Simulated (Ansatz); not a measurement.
C (graphite type, space group P6_3/mmc)

```cif
data_C4
_chemical_formula_sum 'C4'
_space_group_name_H-M_alt 'P63/mmc'
_space_group_IT_number 194
_space_group_name_Hall '-P 6c 2c'
_cell_length_a 2.45536
_cell_length_b 2.45536
_cell_length_c 6.67065
_cell_angle_alpha 90.000
_cell_angle_beta 90.000
_cell_angle_gamma 120.000
loop_
_atom_site_label
_atom_site_type_symbol
_atom_site_symmetry_multiplicity
_atom_site_Wyckoff_symbol
_atom_site_fract_x
_atom_site_fract_y
_atom_site_fract_z
_atom_site_occupancy
C1 C 2 b 0.00000 0.00000 0.25000 1
C2 C 2 c 0.33333 0.66667 0.25000 1
```

This relaxed cell (volume V₀) is scaled evenly in all directions, its shape held. Symmetry pins the atoms to their sites.

Computed with r2SCAN+rVV10 (plane waves to 500 eV, PAW, scalar-relativistic; Ansatz, a first-principles code). k mesh 15×15×5 (Γ-centred), Fermi-Dirac smearing 0.05 eV. Energies are smeared free energies. With the shape held, the modulus is that of even scaling; a crystal free to change shape is softer. C was relaxed with its symmetry unable to fall. The zero of ΔE is the relaxed starting cell.

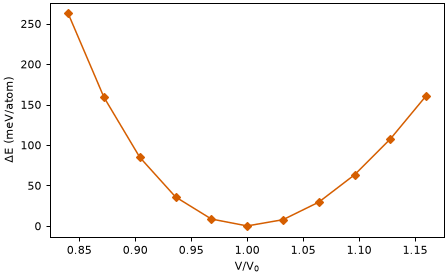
ΔE (meV/atom) against V/V₀; markers are the computed points, lines only join them.

Q: What is ΔE at V/V₀ = 0.840?

A: About 260 meV/atom.

Q: What is ΔE at V/V₀ = 1.160?

A: About 160 meV/atom.

Q: What bulk modulus at fixed cell shape B₀ follows from a third-order Birch-Murnaghan fit?

A: About 290 GPa.

(Under strain, the slope of the energy per volume gives the stress and its curvature an elastic modulus.)
